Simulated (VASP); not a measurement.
Band structure of Ni$_{3}$Al (L1_2). These are TPSS meta-GGA, VASP's PBE PAW potentials (set 64) (plane waves; VASP) values and carry that method's errors.

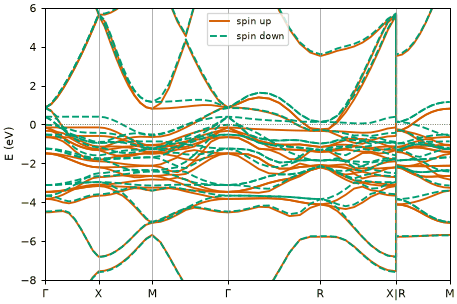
Bands along high-symmetry lines, zero at the valence-band maximum or, without a gap, the Fermi level

**Question.** Read the plot: is there a gap, and where are the band edges?

**Answer.** It has no gap at this level: it comes out as a metal or semimetal.

The compound is Ni3Al in the L1_2 structure. It was relaxed first.
